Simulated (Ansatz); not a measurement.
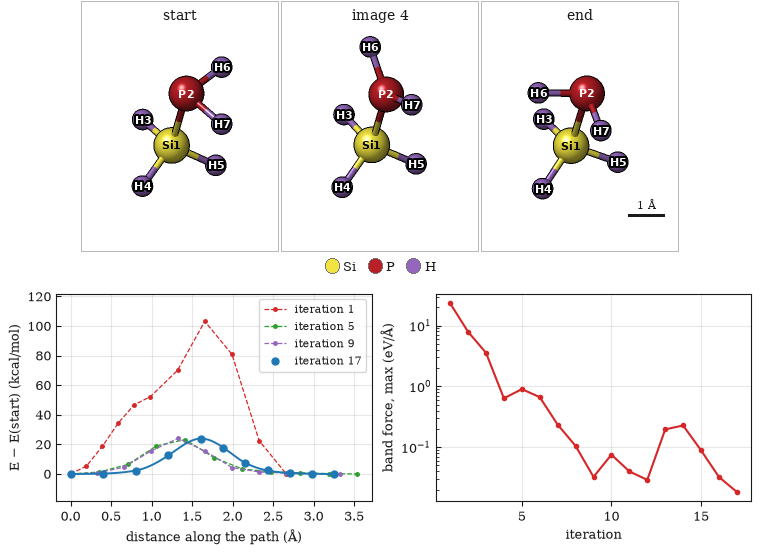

NEB run on SiPH₅. Images are numbered from 0 (start) to 10 (end). The plot follows the band through its iterations. Style: ball-and-stick. Shown from a free direction.

Theory: Ansatz 0.2.0, RKS r2SCAN/def2-SVP. Set-up: 9 movable images; climbing image; force threshold 0.03 eV/Å; iteration limit 60; starting path through a guess of the saddle point.

> How did the profile develop, and is the result final?

The result is final at these settings. The band converged in 17 iterations. The largest component of the band force went from 23 to 0.018 eV/Å. The climbing image converged on the top of the path. Its vibrational analysis gives one imaginary mode (702i cm⁻¹), as a transition state must have. The first iteration put the highest image at 103.2 kcal/mol. The barrier is about 24.0 kcal/mol in both directions, with image 4 at the top; the ends have the same energy.

Cost: 4.7 min on 1 thread of Arm Neoverse V2 (shared host), peak memory 0.11 GiB.
